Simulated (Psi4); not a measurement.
# CCSD/aug-cc-pVDZ run of [SiCl3]+ (SMILES Cl[Si+](Cl)Cl)

Aim: the energy change on altering one bond length of [SiCl3]+ at CCSD/aug-cc-pVDZ, from 2 runs. 

The results are computed with Psi4 1.11.

1 further run of the same task is left out (set aside as unsound or not needed).

### Step 1. Starting point

[SiCl3]+: 4 atoms, total charge +1, spin state singlet. As SMILES, `Cl[Si+](Cl)Cl`. The coordinates come from a PBE0-D4/def2-TZVP relaxation.

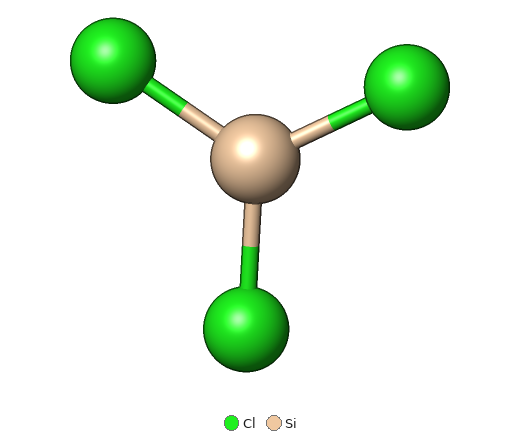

The structure, seen from a chosen angle (chlorine green, silicon light orange).

### Step 2. The energy at CCSD/aug-cc-pVDZ

Contents of run.py:

```python
import psi4

psi4.set_memory('2200 MB')
psi4.set_num_threads(1)
psi4.core.set_output_file('run.log', False)

mol = psi4.geometry("""
1 1
Cl    -2.94041385    -1.17597657     1.87252962
Si     0.00000000    -0.00018897    -0.00018897
Cl     3.34859469    -1.26536061     0.84943189
Cl    -0.40818084     2.44152615    -2.72177254
units bohr
symmetry c1
no_reorient
no_com
""")

psi4.set_options(dict(basis='aug-cc-pVDZ', puream=True, e_convergence=1e-09, d_convergence=1e-08, scf_type='pk', num_frozen_docc=20))

e_tot = psi4.energy('ccsd', molecule=mol)
print(f'ccsd energy: {e_tot:.10f} Eh')
```

On the command line:

```bash
$ python run.py
```

run.log, cut to the lines that bear on the results:

```text
[...]
  Running in c1 symmetry.
[...]
  Nuclear repulsion =  330.127151137488966
[...]
  Multiplicity = 1
[...]
  Nalpha       = 32
  Nbeta        = 32
[...]
    Number of basis functions: 108
[...]
   @RHF iter   1: -1667.21826018172760    4.93491e-01   2.67303e-03 ADIIS/DIIS
[...]
   @RHF iter  10: -1667.27887907293325   -1.27329e-11   1.93742e-09 DIIS
[...]
    Orbital Energies [Eh]
    ---------------------
    Doubly Occupied:
       1A   -105.092483     2A   -105.092482     3A   -105.092479
       4A    -69.194412     5A    -10.820042     6A    -10.820041
       7A    -10.820036     8A     -8.287300     9A     -8.287299
      10A     -8.287295    11A     -8.284092    12A     -8.284092
      13A     -8.284088    14A     -8.283738    15A     -8.283738
      16A     -8.283735    17A     -6.528426    18A     -4.635406
      19A     -4.634588    20A     -4.634588    21A     -1.398772
      22A     -1.352467    23A     -1.352464    24A     -0.931979
      25A     -0.818583    26A     -0.818580    27A     -0.765301
      28A     -0.728656    29A     -0.728654    30A     -0.713321
      31A     -0.713318    32A     -0.690987
[...]
  @RHF Final Energy: -1667.27887907293325
   => Energetics <=
    Nuclear Repulsion Energy =            330.1271511374889656
    One-Electron Energy =               -2948.9251709180093712
    Two-Electron Energy =                 951.5191407075870984
    Total Energy =                      -1667.2788790729332504
[...]
 Multipole Moments:
 ------------------------------------------------------------------------------------
     Multipole            Electronic (a.u.)      Nuclear  (a.u.)        Total (a.u.)
 ------------------------------------------------------------------------------------
 L = 1.  Multiply by 2.5417464519 to convert [e a0] to [Debye]
 Dipole X            :          0.0000159            0.0000000            0.0000159
 Dipole Y            :         -0.0007529            0.0005669           -0.0001860
 Dipole Z            :         -0.0007656            0.0005669           -0.0001986
 Magnitude           :                                                    0.0002726
[...]
      * MP2 total energy                      = -1667.786595522511107
[...]
      * CCSD total energy                     = -1667.821783638672287
```

On the terminal:

```text
ccsd energy: -1667.8217836387 Eh
```

It took 2 min on 1 thread of AMD EPYC 7R43 (Zen 3), shared host; peak memory 1 GiB.

### Step 3. The distorted shape

Contents of cl3si.dat:

```
memory 2200 mb

molecule mol {
  1 1
  Cl
  Si 1 1.946882
  Cl 2 1.946883 1 119.99894
  Cl 2 2.2389 1 119.99845 3 -179.98093
  units angstrom
  symmetry c1
}

set {
  basis aug-cc-pVDZ
  reference rhf
  puream true
  e_convergence 1e-09
  d_convergence 1e-08
  scf_type pk
  num_frozen_docc 20
}

energy("ccsd")
print_variables()
```

On the command line:

```bash
$ psi4 cl3si.dat cl3si.out -n 1
```

cl3si.out, cut to the lines that bear on the results:

```text
[...]
  Running in c1 symmetry.
[...]
  Nuclear repulsion =  315.293477662279543
[...]
  Multiplicity = 1
[...]
  Nalpha       = 32
  Nbeta        = 32
[...]
    Number of basis functions: 108
[...]
   @RHF iter   1: -1667.17136241885282    2.37906e-01   3.00628e-03 DIIS/ADIIS
[...]
   @RHF iter  11: -1667.25437613114900   -1.61435e-11   7.73758e-09 DIIS
[...]
    Orbital Energies [Eh]
    ---------------------
    Doubly Occupied:
       1A   -105.105220     2A   -105.105216     3A   -105.074786
       4A    -69.215654     5A    -10.832351     6A    -10.832346
       7A    -10.795775     8A     -8.299603     9A     -8.299600
      10A     -8.296324    11A     -8.296321    12A     -8.295952
      13A     -8.295948    14A     -8.262942    15A     -8.259812
      16A     -8.259586    17A     -6.544297    18A     -4.651732
      19A     -4.650964    20A     -4.649139    21A     -1.396058
      22A     -1.362345    23A     -1.297460    24A     -0.930797
      25A     -0.819099    26A     -0.790748    27A     -0.761786
      28A     -0.722287    29A     -0.718975    30A     -0.717640
      31A     -0.681131    32A     -0.676257
[...]
  @RHF Final Energy: -1667.25437613114900
   => Energetics <=
    Nuclear Repulsion Energy =            315.2934776622795425
    One-Electron Energy =               -2919.2994075040846838
    Two-Electron Energy =                 936.7515537106561396
    Total Energy =                      -1667.2543761311490016
[...]
 Multipole Moments:
 ------------------------------------------------------------------------------------
     Multipole            Electronic (a.u.)      Nuclear  (a.u.)        Total (a.u.)
 ------------------------------------------------------------------------------------
 L = 1.  Multiply by 2.5417464519 to convert [e a0] to [Debye]
 Dipole X            :          0.0002779            0.0001281            0.0004060
 Dipole Y            :         -0.4080859           -0.0501943           -0.4582802
 Dipole Z            :         -0.2355586           -0.0289619           -0.2645205
 Magnitude           :                                                    0.5291427
[...]
      * MP2 total energy                      = -1667.766325756520473
[...]
      * CCSD total energy                     = -1667.802556566076419
[...]
```

Run time: 2.1 min. Hardware: 1 thread of AMD EPYC 7R43 (Zen 3), shared host; peak memory 0.95 GiB.

### Step 4. Summary of results

Level: CCSD/aug-cc-pVDZ, 20 core orbitals frozen.

| quantity | value |
| --- | --- |
| first shape: total energy | -1667.82178 Eh |
| first shape: HOMO energy (Hartree–Fock orbitals) | -18.80 eV |
| first shape: LUMO energy (Hartree–Fock orbitals) | -4.91 eV |
| first shape: HOMO–LUMO gap (Hartree–Fock orbitals) | 13.90 eV |
| first shape: correlation energy (20 core orbitals frozen) | -542.9 mEh |
| first shape: T1 diagnostic | 0.013 |
| distorted shape: total energy | -1667.80256 Eh |
| distorted shape: HOMO energy (Hartree–Fock orbitals) | -18.40 eV |
| distorted shape: LUMO energy (Hartree–Fock orbitals) | -5.36 eV |
| distorted shape: HOMO–LUMO gap (Hartree–Fock orbitals) | 13.04 eV |
| distorted shape: correlation energy (20 core orbitals frozen) | -548.2 mEh |
| distorted shape: T1 diagnostic | 0.015 |
| energy change with the Si2–Cl4 bond stretched from 1.947 to 2.239 Å | 0.523 eV |

**Reading.** With the Si2–Cl4 bond stretched from 1.947 to 2.239 Å the energy rises by 0.52 eV (50.5 kJ/mol). The first shape isn't relaxed at this level, so the change isn't measured from a minimum.
